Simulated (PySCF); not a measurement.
# TMS-CClF2: NMR shifts at several levels of theory, part 2 of 2

PySCF 2.14.0. Atoms count from 0. The steps go on from the part before.

## (7) Shielding tensors: PBE0/6-31G*

The job: settings as JSON, then the geometry in Å.

```
{"job": {"kind": "nmr", "xc": "PBE0", "basis": "6-31G*", "pop": true}, "charge": 0, "multiplicity": 1}
C     -0.108452    -0.650440    -1.789964
Si     0.008007    -0.119541    -0.000856
C     -1.345078    -0.868733     1.055142
C      1.705946    -0.398307     0.732642
C     -0.309144     1.790153     0.034275
F     -0.273669     2.277204     1.288349
F     -1.515803     2.107410    -0.471339
Cl     0.933245     2.669129    -0.927635
H     -1.092182    -0.392124    -2.211050
H      0.025592    -1.739978    -1.880156
H      0.665629    -0.156566    -2.396194
H     -2.341306    -0.600824     0.671450
H     -1.270399    -0.512145     2.093944
H     -1.266745    -1.967376     1.066251
H      1.953091    -1.471710     0.740281
H      2.475636     0.128176     0.148586
H      1.749665    -0.030943     1.769366
```

With the program's defaults for keys left out, this is: GIAO PBE0/6-31G* NMR shielding, non-relativistic, gas phase.

The program printed:

```text
coarse grid: 15344 points
cycle   1  E = -1106.4508196691  dE =  7.031e-01  |g| = 8.694e-01  |ddm| = 3.591e+00
cycle   2  E = -1106.3013146283  dE =  1.495e-01  |g| = 1.264e+00  |ddm| = 1.452e+00
cycle   3  E = -1106.6060972080  dE = -3.048e-01  |g| = 1.083e-01  |ddm| = 8.705e-01
cycle   4  E = -1106.6087463040  dE = -2.649e-03  |g| = 3.157e-02  |ddm| = 1.199e-01
cycle   5  E = -1106.6089753188  dE = -2.290e-04  |g| = 6.317e-03  |ddm| = 3.099e-02
cycle   6  E = -1106.6089866317  dE = -1.131e-05  |g| = 9.759e-04  |ddm| = 9.076e-03
cycle   7  E = -1106.6089868388  dE = -2.071e-07  |g| = 2.675e-04  |ddm| = 1.263e-03
final grid: 140064 points
cycle   8  E = -1106.5582748958  dE = -2.600e-05  |g| = 9.458e-03  |ddm| = 2.157e-02
cycle   9  E = -1106.5582662267  dE =  8.669e-06  |g| = 1.185e-02  |ddm| = 1.617e-02
cycle  10  E = -1106.5582960934  dE = -2.987e-05  |g| = 1.127e-03  |ddm| = 8.469e-03
cycle  11  E = -1106.5582963406  dE = -2.472e-07  |g| = 1.718e-04  |ddm| = 9.149e-04
cycle  12  E = -1106.5582963461  dE = -5.508e-09  |g| = 5.857e-05  |ddm| = 1.964e-04
cycle  13  E = -1106.5582963469  dE = -8.786e-10  |g| = 1.070e-05  |ddm| = 6.997e-05
converged SCF energy = -1106.5582963469

GIAO shielding tensors (ppm)
atom      isotropic    diamagn.    paramagn.     s11        s22        s33       span
  0 C      198.191     252.441     -54.250    194.778    197.468    202.326      7.548
  1 Si     405.599     882.863    -477.264    393.875    410.708    412.215     18.340
  2 C      198.661     252.464     -53.803    196.255    196.660    203.070      6.815
  3 C      197.978     252.454     -54.477    194.838    196.858    202.237      7.399
  4 C       58.176     251.792    -193.616     51.565     57.144     65.820     14.255
  5 F      268.693     472.985    -204.291    178.166    299.933    327.981    149.815
  6 F      268.836     472.934    -204.097    178.126    300.390    327.993    149.867
  7 Cl     665.240    1146.173    -480.932    387.433    572.693   1035.594    648.161
  8 H       31.762      30.137       1.625     27.311     29.629     38.348     11.037
  9 H       32.066      30.148       1.918     27.711     29.338     39.151     11.440
 10 H       31.606      29.878       1.729     26.873     30.352     37.594     10.721
 11 H       31.788      30.330       1.458     27.186     29.774     38.404     11.219
 12 H       31.811      30.355       1.456     27.277     29.749     38.407     11.130
 13 H       32.056      30.215       1.842     27.654     29.486     39.029     11.375
 14 H       32.047      30.149       1.897     27.711     29.328     39.101     11.389
 15 H       31.586      29.888       1.698     26.805     30.410     37.543     10.737
 16 H       31.778      30.180       1.598     27.376     29.575     38.383     11.007
```

Wall time 19 s (1 thread, shared host).

This run: δ C4 136.0, C0 -4.1, Si1 12.5, F5 -69.9, H8 0.13 ppm (means over like atoms).

## (8) NMR shieldings: PBE0/6-311+G(2d,p)

The job, as its differences from that of step 7:

```diff
@@ -1,2 +1,2 @@
-{"job": {"kind": "nmr", "xc": "PBE0", "basis": "6-31G*", "pop": true}, "charge": 0, "multiplicity": 1}
+{"job": {"kind": "nmr", "xc": "PBE0", "basis": "6-311+G(2d,p)", "pop": true}, "charge": 0, "multiplicity": 1}
 C     -0.108452    -0.650440    -1.789964
```

With the program's defaults for keys left out, this is: GIAO PBE0/6-311+G(2d,p) NMR shielding, non-relativistic, gas phase.

The program printed:

```text
coarse grid: 15344 points
cycle   1  E = -1106.5787636992  dE =  6.699e-01  |g| = 8.683e-01  |ddm| = 3.405e+00
cycle   2  E = -1106.4265230052  dE =  1.522e-01  |g| = 1.287e+00  |ddm| = 1.254e+00
cycle   3  E = -1106.7241731997  dE = -2.977e-01  |g| = 1.192e-01  |ddm| = 7.743e-01
cycle   4  E = -1106.7269278346  dE = -2.755e-03  |g| = 4.623e-02  |ddm| = 1.426e-01
cycle   5  E = -1106.7274002303  dE = -4.724e-04  |g| = 6.880e-03  |ddm| = 3.914e-02
cycle   6  E = -1106.7274120053  dE = -1.177e-05  |g| = 1.633e-03  |ddm| = 1.019e-02
cycle   7  E = -1106.7274125966  dE = -5.913e-07  |g| = 2.767e-04  |ddm| = 1.997e-03
final grid: 140064 points
cycle   8  E = -1106.7439976308  dE = -6.505e-05  |g| = 8.226e-03  |ddm| = 5.473e-02
cycle   9  E = -1106.7439930011  dE =  4.630e-06  |g| = 9.589e-03  |ddm| = 1.268e-02
cycle  10  E = -1106.7440136156  dE = -2.061e-05  |g| = 1.038e-03  |ddm| = 6.507e-03
cycle  11  E = -1106.7440137680  dE = -1.524e-07  |g| = 3.087e-04  |ddm| = 8.678e-04
cycle  12  E = -1106.7440137829  dE = -1.484e-08  |g| = 7.885e-05  |ddm| = 2.420e-04
cycle  13  E = -1106.7440137843  dE = -1.434e-09  |g| = 1.614e-05  |ddm| = 8.987e-05
cycle  14  E = -1106.7440137843  dE = -4.957e-11  |g| = 4.060e-06  |ddm| = 2.165e-05
converged SCF energy = -1106.7440137843

GIAO shielding tensors (ppm)
atom      isotropic    diamagn.    paramagn.     s11        s22        s33       span
  0 C      190.482     249.074     -58.592    186.401    189.669    195.377      8.976
  1 Si     336.353     882.055    -545.702    320.572    343.038    345.449     24.876
  2 C      191.320     248.451     -57.131    188.331    189.154    196.475      8.144
  3 C      190.255     249.242     -58.987    186.436    189.103    195.226      8.790
  4 C       45.274     255.801    -210.528     37.211     45.080     53.531     16.320
  5 F      249.323     468.717    -219.394    154.004    279.172    314.794    160.790
  6 F      249.490     468.750    -219.260    153.801    279.794    314.875    161.074
  7 Cl     619.755    1145.319    -525.565    332.321    512.844   1014.099    681.778
  8 H       31.211      30.375       0.837     27.217     28.972     37.445     10.228
  9 H       31.488      30.518       0.970     27.432     28.613     38.418     10.986
 10 H       31.033      30.531       0.501     26.467     29.855     36.775     10.308
 11 H       31.211      30.235       0.976     26.876     29.199     37.557     10.681
 12 H       31.236      30.252       0.983     26.972     29.166     37.570     10.598
 13 H       31.475      30.297       1.178     27.410     28.764     38.251     10.841
 14 H       31.469      30.571       0.898     27.445     28.606     38.356     10.911
 15 H       31.010      30.605       0.405     26.385     29.916     36.729     10.344
 16 H       31.230      30.467       0.763     27.297     28.903     37.491     10.194
```

It took 57 s on 1 thread, shared host.

Key values: δ C4 141.2, C0 -4.2, Si1 8.1, F5 -74.7, H8 0.25 ppm (means over like atoms).

## (9) Side by side: NMR shifts

Shifts (ppm), means over like atoms, with basis size and wall time (the measured row can stand on another reference than the computed rows):

```
               run     C4    C0    H8    Si1     F5  Cl7  functions   time
CAM-B3LYP/pcSseg-1  144.8  -4.8  0.21   10.0  -68.1  325        195   39 s
      LDA/pcSseg-1  155.2  -5.0  0.21    8.9  -82.5  378        195   32 s
       PBE0/STO-3G  110.0  -1.5  0.24  -12.8  -56.4   80         57  6.4 s
        PBE0/6-31G  142.8  -4.4  0.18   17.3  -75.3  285         98   13 s
       PBE0/6-31G*  136.0  -4.1  0.13   12.5  -69.9  265        138   19 s
PBE0/6-311+G(2d,p)  141.2  -4.2  0.25    8.1  -74.7  328        286   57 s
          measured      –     –     –      –  -63.0    –          –      –
```

Measured: G. Saielli, R. Bini, A. Bagno, Computational 19F NMR. 2. Organic compounds, RSC Adv. 2014, ESI (exp. from Berger-Braun-Kalinowski 1994 and Everett 1995).

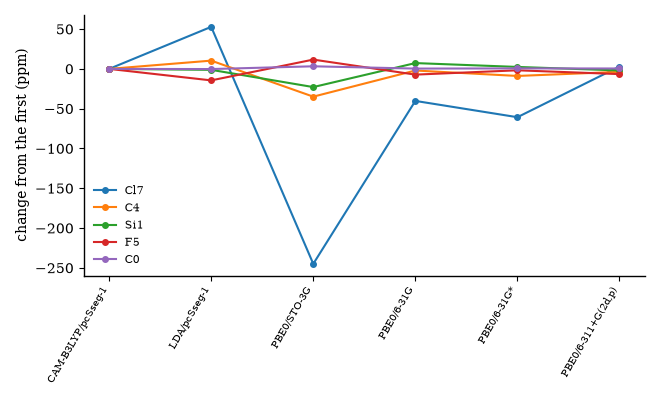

How five of the tabulated atoms move from run to run.

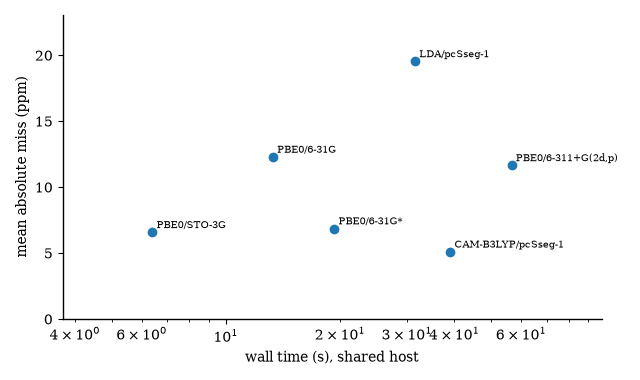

Cost against miss for the one measured ¹⁹F shift.

## (10) Results

The summary covers parts 1 to 2.

| quantity | value |
| --- | --- |
| point group | Cs |
| rotational constants (main isotopes) | 1.71, 1.10, 1.01 GHz |
| ¹³C shifts against TMS (CAM-B3LYP/pcSseg-1, means over atoms taken as alike) | 144.8, -4.8 ppm |
| ¹H shifts against TMS (CAM-B3LYP/pcSseg-1, means over atoms taken as alike) | 0.21 ppm |
| ²⁹Si shifts against TMS (CAM-B3LYP/pcSseg-1) | 10.0 ppm |
| ¹⁹F shifts against CFCl3 (CAM-B3LYP/pcSseg-1, means over atoms taken as alike) | -68.1 ppm |
| ³⁵Cl shifts against HCl (CAM-B3LYP/pcSseg-1) | 325 ppm |
| measured, and computed on the same scale | F5 δ -63.0, -68.1 ppm |
| range of the shift of Cl7 | 80 to 378 ppm |
| property runs in this session | 6, of which 0 failed and 1 gave unsound results |

Single values in the summary come from the first run of each kind that ended normally (CAM-B3LYP/pcSseg-1), which need not be the best level. Over 14 steps the energy fell by 0.086 eV; of the close pairs, Si1–C4 changed most, 1.966 to 1.936 Å. At CAM-B3LYP/pcSseg-1: The widest tensor belongs to Cl7: span 717 ppm, with a paramagnetic part of -534 ppm. The one measured ¹⁹F shift is missed by -5.1 ppm (computed less measured, unscaled). Vibration, temperature and solvent are missing from the calculation, and it holds one conformer, so part of the miss against the measured shifts is not the functional's. In ppm, Cl7 moves most: its shift spreads over 298 ppm, from 80 (PBE0/STO-3G) to 378 (LDA/pcSseg-1). A minimal basis is unusable for shieldings, so that end is no result. For the one measured ¹⁹F shift, CAM-B3LYP/pcSseg-1 misses least (5.1 ppm, 39 s) and LDA/pcSseg-1 most (19.5 ppm, 32 s); the quickest, PBE0/STO-3G, misses by 6.6 ppm in 6.4 s. One molecule ranks no method: errors cancel, and vibration and temperature are missing from all runs.
